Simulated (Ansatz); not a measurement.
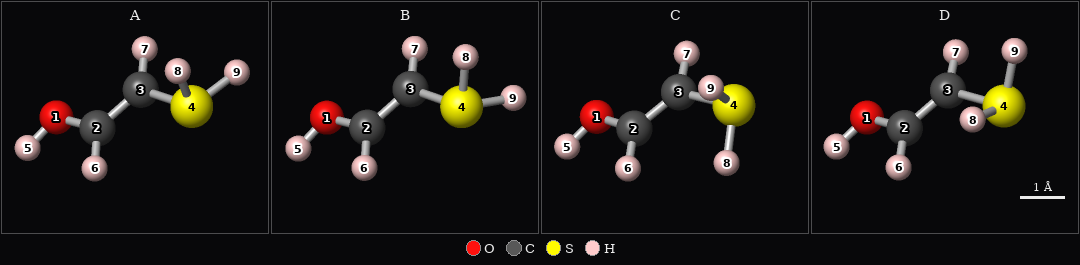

4 geometries from a converged minimum-energy path of C2H5OS (charge +1), shuffled. Style: ball-and-stick. Shown at a tilt.

All numbers below come from RKS PBE0-D4/def2-mTZVP (Ansatz). Set-up: 5 movable images; climbing image; force threshold 0.05 eV/Å; iteration limit 60; starting path by image-dependent pair potential.

Which of them lies highest in energy?

Answer. D. In order along the path, whose images run from 0 to 6: B (image 0, 0.00 eV), A (image 1, +0.07 eV), D (image 3, +0.31 eV), C (image 5, +0.18 eV). The motion is a rotation about the C3–S4 bond by about 180°. No bond forms or breaks between the ends. Among the angles between lasting bonds that change up to the highest image: S4–C3–H7 119.7° → 114.5°, C2–C3–S4 116.3° → 121.4°.

The run took 70 s on 2 threads of Arm Neoverse V1 (shared host), peak memory 0.19 GiB.
